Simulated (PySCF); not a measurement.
**BH2F− (SMILES [BH2-]F) at 6 levels**

Wanted: a comparison of 6 runs (U-r2SCAN/STO-6G, UB2PLYP/STO-6G, UB3LYP/STO-6G, UM06-2X/STO-6G, UCCSDT/STO-6G, UCISD/STO-6G) of BH2F−. The job is set up through a Python script.

The results are computed with PySCF 2.14.0.

10 further runs of the same task are left out: 10 set aside as unsound or not needed.

### 1 The system as given

BH2F− has 4 atoms, charge -1, and is taken as a doublet. SMILES: `[BH2-]F`. The B1–H3 distance was set to 1.862 Å, away from the relaxed value. At this shape a bond of the SMILES string is far longer than usual.

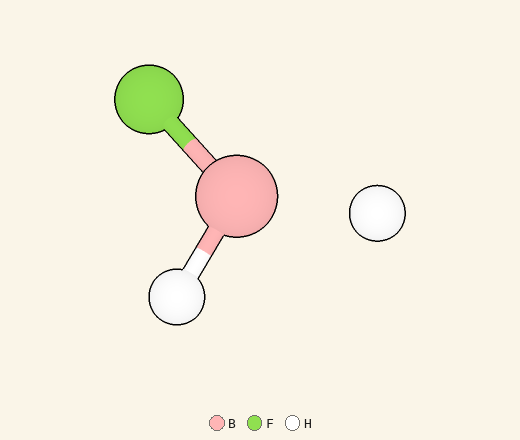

The structure, seen from a chosen angle (boron pink, fluorine green, hydrogen white).

### 2 A single-point energy at U-r2SCAN/STO-6G (run 1)

Contents of input.py:

```python
from pyscf import gto, dft

mol = gto.Mole()
mol.atom = 'B 0.440655 0.623477 0.025476; F 1.558905 -0.149773 0.656056; H -1.140340 -0.333670 0.256190; H 0.721755 0.817107 -1.168424'
mol.max_memory = 1860
mol.spin = 1
mol.basis = 'sto-6g'
mol.charge = -1
mol.verbose = 4
mol.build()

calc0 = dft.UKS(mol, xc='r2scan')
calc0.conv_tol = 1e-10
calc0.grids.level = 5
calc0.kernel()
if not calc0.converged:
    calc0 = calc0.newton().run(calc0.mo_coeff, calc0.mo_occ)

energy = calc0.e_tot
print('Final energy', energy)
```

Launch:

```bash
OMP_NUM_THREADS=1 python input.py
```

The log of the run:

```text
PySCF version 2.14.0

[INPUT] num. atoms = 4
[INPUT] num. electrons = 17
[INPUT] charge = -1
[INPUT] spin (= nelec alpha-beta = 2S) = 1
[INPUT] symmetry False subgroup None
[INPUT] Mole.unit = angstrom
[INPUT] Symbol           X                Y                Z      unit          X                Y                Z       unit  Magmom
[INPUT]  1 B      0.440655000000   0.623477000000   0.025476000000 AA    0.832717265420   1.178200774965   0.048142662749 Bohr   0.0
[INPUT]  2 F      1.558905000000  -0.149773000000   0.656056000000 AA    2.945903504215  -0.283029950854   1.239766162378 Bohr   0.0
[INPUT]  3 H     -1.140340000000  -0.333670000000   0.256190000000 AA   -2.154930288887  -0.630544915984   0.484128935852 Bohr   0.0
[INPUT]  4 H      0.721755000000   0.817107000000  -1.168424000000 AA    1.363919279035   1.544108444465  -2.208001357369 Bohr   0.0

nuclear repulsion = 23.5223020380315
number of shells = 8
number of NR pGTOs = 72
number of NR cGTOs = 12
basis = sto-6g
ecp = {}

[... 37 lines left out ...]
WARN: HOMO -0.0714335067206666 >= LUMO -0.0714335067206663
[... 46 lines left out ...]
converged SCF energy = -125.020409892942  <S^2> = 0.75206301  2S+1 = 2.002062
Final energy -125.02040989294231
```

Run time: 4.8 s. Hardware: 1 thread of Arm Neoverse V1, shared host; peak memory 0.18 GiB.

### 3 A single-point energy at UB2PLYP/STO-6G (run 2)

Contents of input.py:

```python
from pyscf import gto, dft, mp

molecule = gto.M(
    atom='''
B      0.440655     0.623477     0.025476
F      1.558905    -0.149773     0.656056
H     -1.140340    -0.333670     0.256190
H      0.721755     0.817107    -1.168424
''',
    verbose=3,
    basis='sto-6g',
    max_memory=1860,
    spin=1,
    charge=-1,
)

calc0 = dft.UKS(molecule, xc='0.53*HF + 0.47*B88, 0.73*LYP')
calc0.grids.level = 5
calc0.conv_tol = 1e-10
calc0.kernel()
if not calc0.converged:
    calc0 = calc0.newton().run(calc0.mo_coeff, calc0.mo_occ)

pt = mp.MP2(calc0, frozen=2).run()
etot = calc0.e_tot + 0.27 * pt.e_corr
print('PT2 part  %.8f' % (0.27 * pt.e_corr))
print('E(%s) = %.9f' % ('B2PLYP', etot))
```

Launch:

```bash
OMP_NUM_THREADS=1 python input.py
```

The log of the run:

```text
WARN: HOMO -0.0174657082203492 >= LUMO -0.0174657082203506

converged SCF energy = -124.856290845235  <S^2> = 0.75106646  2S+1 = 2.0010662
E(UMP2) = -124.940060957788  E_corr = -0.0837701125527435
E(SCS-UMP2) = -124.9484414698  E_corr = -0.0921506245650183
PT2 part  -0.02261793
E(B2PLYP) = -124.878908776
```

Wall time 3.6 s (1 thread of Arm Neoverse V1, shared host); peak memory 0.18 GiB.

Runs 3 to 5 aren't shown in full; the table further down has their settings and results.

### 4 The energy at UCISD/STO-6G (run 6)

Contents of mol.xyz:

```xyz
4

B      0.440655     0.623477     0.025476
F      1.558905    -0.149773     0.656056
H     -1.140340    -0.333670     0.256190
H      0.721755     0.817107    -1.168424
```

Contents of input.py:

```python
from pyscf import gto, scf, ci

mol = gto.M(
    atom='mol.xyz',
    max_memory=1860,
    spin=1,
    basis='sto-6g',
    charge=-1,
    verbose=3,
)

mf = scf.UHF(mol)
mf.conv_tol = 1e-10
mf.kernel()
if not mf.converged:
    mf = mf.newton().run(mf.mo_coeff, mf.mo_occ)

cisd = ci.CISD(mf, frozen=2)
cisd.kernel()
energy = cisd.e_tot
print('E = %.10f Eh' % energy)
```

Launch:

```bash
OMP_NUM_THREADS=1 python input.py
```

The log of the run:

```text
converged SCF energy = -124.449800567577  <S^2> = 0.76858331  2S+1 = 2.0184978
E(UCISD) = -124.5294393977778  E_corr = -0.07963883020054355
E = -124.5294393978 Eh
```

Wall time 0.85 s (1 thread of Arm Neoverse V1, shared host); peak memory 0.1 GiB.

### 5 Overview of the runs

| run | level | frozen core orbitals | integration grid | energy (Eh) | HOMO energy (eV) | LUMO energy (eV) | ⟨S²⟩ | wall time |
| --- | --- | --- | --- | --- | --- | --- | --- | --- |
| 1 | U-r2SCAN/STO-6G | – | 5 | -125.020410 | 8.02 | 11.93 | 0.752 | 4.8 s |
| 2 | UB2PLYP/STO-6G | 2 | 5 | -124.878909 | 5.17 | 13.95 | 0.751 | 3.6 s |
| 3 | UB3LYP/STO-6G | – | 5 | -125.061821 | 7.18 | 11.82 | 0.751 | 3.6 s |
| 4 | UM06-2X/STO-6G | – | 5 | -125.006602 | 5.60 | 13.87 | 0.753 | 5.1 s |
| 5 | UCCSDT/STO-6G | 2 | – | -124.534884 | 2.63 | 17.46 | 0.769 | 1.6 s |
| 6 | UCISD/STO-6G | 2 | – | -124.529439 | 2.63 | 17.46 | 0.769 | 0.85 s |

### 6 Outcome

| quantity | value |
| --- | --- |
| run 6: total energy | -124.52944 Eh |
| run 6: HOMO energy (Hartree–Fock orbitals) (highest over α and β) | 2.63 eV |
| run 6: LUMO energy (Hartree–Fock orbitals) (lowest over α and β) | 17.46 eV |
| run 6: correlation energy (2 core orbitals frozen) | -79.6 mEh |
| run 6: ⟨S²⟩ of the reference determinant | 0.769 |

Totals of different functionals can't be ranked against each other. In runs 1, 2, 3, 4, 5, 6 the HOMO lies above zero, so the outermost electron may be held by the basis alone. In runs 1, 2, 3, 4, 5, 6 the basis is minimal, so the values are rough. All runs together took 20 s, the longest 5.1 s.
